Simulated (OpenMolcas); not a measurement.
**Run report: C2H5NSi, single-point calculation (part 2 of 2)**

C2H5NSi, SMILES C[SiH2]C#N; HF/ANO-RCC-MB, RHF, DKH2 (OpenMolcas 26.06). The geometry comes from this level: PBE0-D4/def2-TZVP.

Geometry of the input (Å):
```
C  -0.6720  0.9311  -0.4975
Si -0.1468  -0.5546  0.4883
C  1.6383  -0.9101  0.1298
N  2.7473  -1.1124  -0.1076
H  -0.5541  0.7461  -1.5668
H  -0.0728  1.8034  -0.2298
H  -1.7219  1.1604  -0.3009
H  -0.8933  -1.7794  0.1170
H  -0.2364  -0.3308  1.9503
```

Log, continued:
```
::    Total SCF energy                               -422.4657890968
      One-electron energy                            -851.8166709073
      Two-electron energy                             291.2618529282
      Nuclear repulsion energy                        138.0890288823
      Kinetic energy (interpolated)                   426.0059613253
      Virial theorem                                    0.9916898528
      Total spin, S(S+1)                                0.0000000000
      Total spin, S                                     0.0000000000
      Max non-diagonal density matrix element           0.0000085618
      Max non-diagonal Fock matrix element              0.0000018364

      No orbitals printed

++    Molecular charges:
      ------------------

      Mulliken charges per centre
      ---------------------------

                C1      SI2     C3      N4      H5      H6      H7      H8      H9
      Total    6.7305 13.3003  6.1982  7.1924  0.8270  0.8270  0.8321  1.0463  1.0463

      N-E     -0.7305  0.6997 -0.1982 -0.1924  0.1730  0.1730  0.1679 -0.0463 -0.0463

      Total electronic charge=   38.000000

      Total            charge=   -0.000000
--

++    Static properties:
      ------------------

      LoProp Charges per center

                   C1       SI2      C3       N4       H5       H6       H7       H8       H9
      Nuclear      6.0000  14.0000   6.0000   7.0000   1.0000   1.0000   1.0000   1.0000   1.0000
      Electronic  -6.5151 -13.4497  -6.1990  -7.0986  -0.8764  -0.8764  -0.8788  -1.0530  -1.0530

      Total       -0.5151   0.5503  -0.1990  -0.0986   0.1236   0.1236   0.1212  -0.0530  -0.0530
--

++    Natural Bond Order analysis
      ---------------------------
      Based on LoProp computed density
      -------------------------------------------------------------------------------------
      Atom A       Atom B       Bond Order
      -------------------------------------------------------------------------------------
      NBO located      0.996 non-bonded electrons on atom C1
      NBO located      1.002 non-bonded electrons on atom SI2
      NBO located      1.000 non-bonded electrons on atom SI2
      NBO located      0.998 non-bonded electrons on atom SI2
      NBO located      0.999 non-bonded electrons on atom SI2
      NBO located      0.999 non-bonded electrons on atom SI2
      NBO located      0.994 non-bonded electrons on atom C3
      NBO located      0.977 non-bonded electrons on atom C3
      NBO located      0.995 non-bonded electrons on atom N4
      The remaining   13.103 electrons are to be considered as diffuse
--

++    Molecular properties:
      ---------------------

      Charge (e):
                      =   -0.0000
      Dipole Moment (debye):
      Origin of the operator (angstrom)=    0.5978   -0.4116    0.1086
                   X= -3.3272E+00               Y=  1.1909E+00               Z=  2.5068E-01           Total=  3.5427E+00
      Quadrupole Moment (debye*angstrom):
      Origin of the operator (angstrom)=    0.5978   -0.4116    0.1086
                  XX= -4.2495E+01              XY=  1.6085E+00              XZ=  8.8005E-01              YY= -3.6921E+01
                  YZ= -2.3516E-01              ZZ= -3.6619E+01
      In traceless form (debye*angstrom)
                  XX= -5.7247E+00              XY=  2.4128E+00              XZ=  1.3201E+00              YY=  2.6359E+00
                  YZ= -3.5274E-01              ZZ=  3.0888E+00
--

--- Stop Module: scf /rc=_RC_ALL_IS_WELL_ ---

--- Start Module: localisation ---

                                           &LOCALISATION

                       available to each process: 1.9 GB of memory, 1 thread

 Header from vector file:

* SCF orbitals

 Pipek-Mezey localisation
 Convergence threshold:   1.0000E-06 (functional)
 Convergence threshold:   1.0000E-02 (gradient)
 Screening threshold  :   1.0000E-10 (orbital rotations)
 Frozen orbitals      :      5
 Orbitals to localise :     14

 CPU  time for localisation procedure:      0.00 seconds

++    Molecular orbitals:
      -------------------

      Title: Final localised MO's

      Molecular orbitals for symmetry species 1: a

      Basis set list:
        1 C1     1s                 11 SI2    2py                21 N4     2s
        2 C1     2s                 12 SI2    3py                22 N4     2px
        3 C1     2px                13 SI2    2pz                23 N4     2py
        4 C1     2py                14 SI2    3pz                24 N4     2pz
        5 C1     2pz                15 C3     1s                 25 H5     1s
        6 SI2    1s                 16 C3     2s                 26 H6     1s
        7 SI2    2s                 17 C3     2px                27 H7     1s
        8 SI2    3s                 18 C3     2py                28 H8     1s
        9 SI2    2px                19 C3     2pz                29 H9     1s
       10 SI2    3px                20 N4     1s

  Index Energy  Occupation Coefficients ...

    1  -69.1330    2.0000          6 SI2    1s     ( 1.000),

    2  -15.6490    2.0000         20 N4     1s     ( 1.000),

    3  -11.3470    2.0000         15 C3     1s     ( 1.000),

    4  -11.3140    2.0000          1 C1     1s     ( 1.000),

    5   -6.3315    2.0000          7 SI2    2s     ( 1.000),

    6    0.0000    2.0000         11 SI2    2py    (-0.602),    13 SI2    2pz    (-0.750),

    7    0.0000    2.0000          9 SI2    2px    ( 0.955),

    8    0.0000    2.0000         11 SI2    2py    (-0.796),    13 SI2    2pz    ( 0.596),

    9    0.0000    2.0000         16 C3     2s     ( 0.306),    17 C3     2px    ( 0.372),    22 N4     2px    (-0.535),

   10    0.0000    2.0000          2 C1     2s     (-0.333),     3 C1     2px    (-0.300),     4 C1     2py    (-0.415),    26 H6     1s     (-0.497),

   11    0.0000    2.0000         10 SI2    3px    ( 0.301),    16 C3     2s     ( 0.579),    17 C3     2px    (-0.465),

   12    0.0000    2.0000          8 SI2    3s     ( 0.334),    12 SI2    3py    (-0.345),    28 H8     1s     ( 0.573),

   13    0.0000    2.0000          2 C1     2s     (-0.333),     5 C1     2pz    ( 0.517),    25 H5     1s     (-0.497),

   14    0.0000    2.0000          2 C1     2s     ( 0.329),     3 C1     2px    (-0.510),    27 H7     1s     ( 0.499),

   15    0.0000    2.0000          8 SI2    3s     ( 0.334),    14 SI2    3pz    ( 0.416),    29 H9     1s     ( 0.573),

   16    0.0000    2.0000          2 C1     2s     (-0.354),     4 C1     2py    ( 0.447),     5 C1     2pz    (-0.296),     8 SI2    3s     (-0.307),
                                  12 SI2    3py    (-0.318),

   17    0.0000    2.0000         21 N4     2s     ( 0.897),    22 N4     2px    ( 0.504),

   18    0.0000    2.0000         18 C3     2py    (-0.476),    19 C3     2pz    ( 0.378),    23 N4     2py    (-0.479),    24 N4     2pz    ( 0.381),

   19    0.0000    2.0000         18 C3     2py    (-0.362),    19 C3     2pz    (-0.459),    23 N4     2py    (-0.366),    24 N4     2pz    (-0.464),

   20    0.1910    0.0000          2 C1     2s     (-0.536),     4 C1     2py    ( 0.347),    12 SI2    3py    ( 0.518),    14 SI2    3pz    (-0.378),
                                  18 C3     2py    ( 0.473),    19 C3     2pz    (-0.373),    23 N4     2py    (-0.560),    24 N4     2pz    ( 0.445),

   21    0.2040    0.0000         12 SI2    3py    ( 0.326),    14 SI2    3pz    ( 0.413),    18 C3     2py    ( 0.402),    19 C3     2pz    ( 0.509),
                                  23 N4     2py    (-0.453),    24 N4     2pz    (-0.574),    28 H8     1s     ( 0.473),    29 H9     1s     (-0.473),

   22    0.2525    0.0000         10 SI2    3px    ( 1.200),    16 C3     2s     (-0.958),

   23    0.3198    0.0000          8 SI2    3s     (-1.409),

   24    0.3901    0.0000          2 C1     2s     (-0.667),    12 SI2    3py    ( 0.853),    14 SI2    3pz    (-0.707),    18 C3     2py    (-0.513),
                                  28 H8     1s     ( 0.581),    29 H9     1s     ( 0.582),

   25    0.3994    0.0000         12 SI2    3py    ( 0.664),    14 SI2    3pz    ( 0.839),    19 C3     2pz    (-0.455),    28 H8     1s     ( 0.723),
                                  29 H9     1s     (-0.722),

   26    0.5628    0.0000          3 C1     2px    ( 1.079),    27 H7     1s     ( 1.350),

   27    0.5667    0.0000          2 C1     2s     (-1.062),     4 C1     2py    (-0.622),     5 C1     2pz    ( 0.598),    25 H5     1s     ( 0.954),
                                  26 H6     1s     ( 0.957),

   28    0.5817    0.0000          4 C1     2py    (-0.698),     5 C1     2pz    (-0.885),    25 H5     1s     (-0.909),    26 H6     1s     ( 0.905),

   29    1.1005    0.0000         16 C3     2s     ( 1.049),    17 C3     2px    ( 1.373),    21 N4     2s     (-1.371),    22 N4     2px    ( 1.040),

--

--- Stop Module: localisation /rc=_RC_ALL_IS_WELL_ ---

--- Start Module: localisation ---

                                           &LOCALISATION

                       available to each process: 1.9 GB of memory, 1 thread

 Header from vector file:

*Localised orbitals

 Pipek-Mezey localisation
 Convergence threshold:   1.0000E-06 (functional)
 Convergence threshold:   1.0000E-02 (gradient)
 Screening threshold  :   1.0000E-10 (orbital rotations)
 Frozen orbitals      :     19
 Orbitals to localise :     10

 CPU  time for localisation procedure:      0.01 seconds

++    Molecular orbitals:
      -------------------

      Title: Final localised MO's

      Molecular orbitals for symmetry species 1: a

      Basis set list:
        1 C1     1s                 11 SI2    2py                21 N4     2s
        2 C1     2s                 12 SI2    3py                22 N4     2px
        3 C1     2px                13 SI2    2pz                23 N4     2py
        4 C1     2py                14 SI2    3pz                24 N4     2pz
        5 C1     2pz                15 C3     1s                 25 H5     1s
        6 SI2    1s                 16 C3     2s                 26 H6     1s
        7 SI2    2s                 17 C3     2px                27 H7     1s
        8 SI2    3s                 18 C3     2py                28 H8     1s
        9 SI2    2px                19 C3     2pz                29 H9     1s
       10 SI2    3px                20 N4     1s

  Index Energy  Occupation Coefficients ...

    1  -69.1330    2.0000          6 SI2    1s     ( 1.000),

    2  -15.6490    2.0000         20 N4     1s     ( 1.000),

    3  -11.3470    2.0000         15 C3     1s     ( 1.000),

    4  -11.3140    2.0000          1 C1     1s     ( 1.000),

    5   -6.3315    2.0000          7 SI2    2s     ( 1.000),

    6    0.0000    2.0000         11 SI2    2py    (-0.602),    13 SI2    2pz    (-0.750),

    7    0.0000    2.0000          9 SI2    2px    ( 0.955),

    8    0.0000    2.0000         11 SI2    2py    (-0.796),    13 SI2    2pz    ( 0.596),

    9    0.0000    2.0000         16 C3     2s     ( 0.306),    17 C3     2px    ( 0.372),    22 N4     2px    (-0.535),

   10    0.0000    2.0000          2 C1     2s     (-0.333),     3 C1     2px    (-0.300),     4 C1     2py    (-0.415),    26 H6     1s     (-0.497),

   11    0.0000    2.0000         10 SI2    3px    ( 0.301),    16 C3     2s     ( 0.579),    17 C3     2px    (-0.465),

   12    0.0000    2.0000          8 SI2    3s     ( 0.334),    12 SI2    3py    (-0.345),    28 H8     1s     ( 0.573),

   13    0.0000    2.0000          2 C1     2s     (-0.333),     5 C1     2pz    ( 0.517),    25 H5     1s     (-0.497),

   14    0.0000    2.0000          2 C1     2s     ( 0.329),     3 C1     2px    (-0.510),    27 H7     1s     ( 0.499),

   15    0.0000    2.0000          8 SI2    3s     ( 0.334),    14 SI2    3pz    ( 0.416),    29 H9     1s     ( 0.573),

   16    0.0000    2.0000          2 C1     2s     (-0.354),     4 C1     2py    ( 0.447),     5 C1     2pz    (-0.296),     8 SI2    3s     (-0.307),
                                  12 SI2    3py    (-0.318),

   17    0.0000    2.0000         21 N4     2s     ( 0.897),    22 N4     2px    ( 0.504),

   18    0.0000    2.0000         18 C3     2py    (-0.476),    19 C3     2pz    ( 0.378),    23 N4     2py    (-0.479),    24 N4     2pz    ( 0.381),

   19    0.0000    2.0000         18 C3     2py    (-0.362),    19 C3     2pz    (-0.459),    23 N4     2py    (-0.366),    24 N4     2pz    (-0.464),

   20    0.0000    0.0000         18 C3     2py    (-0.710),    19 C3     2pz    ( 0.564),    23 N4     2py    ( 0.682),    24 N4     2pz    (-0.542),

   21    0.0000    0.0000         18 C3     2py    ( 0.542),    19 C3     2pz    ( 0.687),    23 N4     2py    (-0.519),    24 N4     2pz    (-0.658),

   22    0.0000    0.0000          8 SI2    3s     (-0.678),    10 SI2    3px    (-1.168),    16 C3     2s     ( 0.871),    17 C3     2px    (-0.785),

   23    0.0000    0.0000          2 C1     2s     ( 0.734),     4 C1     2py    (-0.741),     5 C1     2pz    ( 0.491),     8 SI2    3s     (-0.757),
                                  12 SI2    3py    (-0.905),    14 SI2    3pz    ( 0.622),

   24    0.0000    0.0000          8 SI2    3s     (-0.785),    14 SI2    3pz    (-1.112),    29 H9     1s     ( 1.307),

   25    0.0000    0.0000          8 SI2    3s     ( 0.785),    12 SI2    3py    (-0.939),    28 H8     1s     (-1.307),

   26    0.0000    0.0000          2 C1     2s     ( 0.819),     3 C1     2px    (-0.988),    27 H7     1s     (-1.393),

   27    0.0000    0.0000          2 C1     2s     (-0.820),     4 C1     2py    (-0.823),    26 H6     1s     ( 1.395),

   28    0.0000    0.0000          2 C1     2s     (-0.821),     5 C1     2pz    ( 1.008),    25 H5     1s     ( 1.395),

   29    0.0000    0.0000         16 C3     2s     (-1.269),    17 C3     2px    (-1.228),    21 N4     2s     ( 1.363),    22 N4     2px    (-1.074),

--

--- Stop Module: localisation /rc=_RC_ALL_IS_WELL_ ---

.##################.
.# Happy landing! #.
.##################.

    Timing: Wall=1.87 User=1.47 System=0.39
```

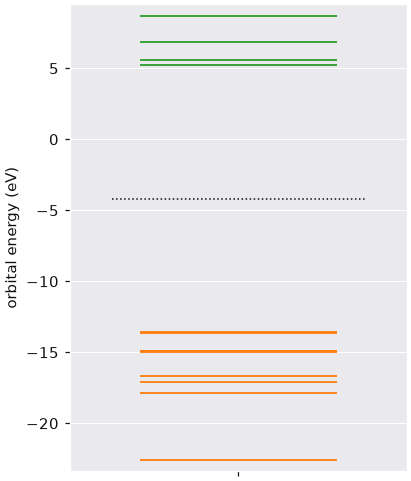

Orbital energies near the frontier; the dotted line parts filled from empty levels, and levels within 0.02 eV of each other stand side by side. Highest filled −13.59 eV, lowest empty 5.20 eV, 18.79 eV apart.

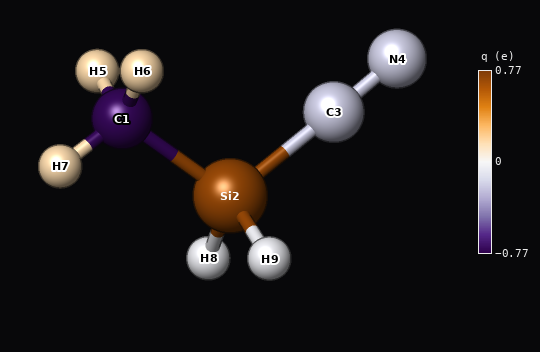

Mulliken charges, as the colour of each atom (ball-and-stick view, seen at a tilt; atoms are numbered from 1 in the order of the input). By element: C −0.73 to −0.20, Si +0.70, N −0.19 and H −0.05 to +0.17 e.
